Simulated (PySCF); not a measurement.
# CH11PSi3: the cost of one run

Programs: PySCF 2.14.0, with routines of our own; each step states its level. All values are computed. Atoms count from 0.

### Step 1. The starting structure

16 atoms, charge 0, multiplicity 1; geometry from: GFN2-xTB.

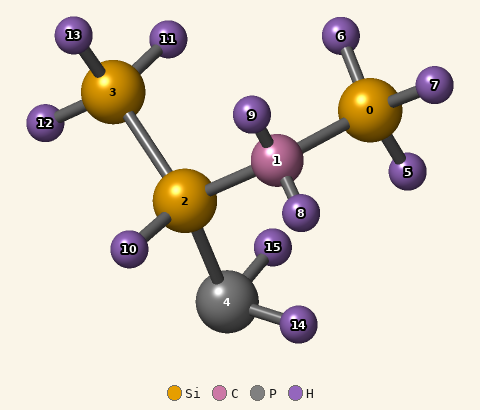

The starting geometry (silicon amber, carbon pink, phosphorus grey, hydrogen purple).

### Step 2. Optimising the geometry at PBE0-D3(BJ)/def2-SVP

What the job is given:

```
{"job": {"xc": "PBE0", "basis": "def2-SVP", "d3": "d3bj", "grid": 1, "kind": "geom"}, "charge": 0, "multiplicity": 1}
Si    -2.069845    -0.633645    -0.157694
C     -0.787550    -0.201037     1.179649
Si     0.880550     0.540778     0.586297
Si     2.142889    -0.972631    -0.645774
P      0.581402     2.476289    -0.531442
H     -2.422709     0.569487    -0.915897
H     -1.510618    -1.642751    -1.059881
H     -3.278529    -1.156420     0.484805
H     -1.247243     0.501175     1.877613
H     -0.569830    -1.099799     1.757826
H      1.581803     0.998059     1.807570
H      1.429207    -1.512930    -1.807004
H      3.386151    -0.388514    -1.151096
H      2.521590    -2.118047     0.185365
H     -0.652133     2.757620     0.021812
H      0.007264     1.891311    -1.643558
```

Started as:

```sh
OMP_NUM_THREADS=1 python excited_run.py task.json out
```

One launch serves the whole session: the jobs run in the order shown.

Q: Estimate the wall time and peak memory of this first job on 1 thread of Arm Neoverse V2, shared host.

About 76 s, with a peak of 0.64 GiB.
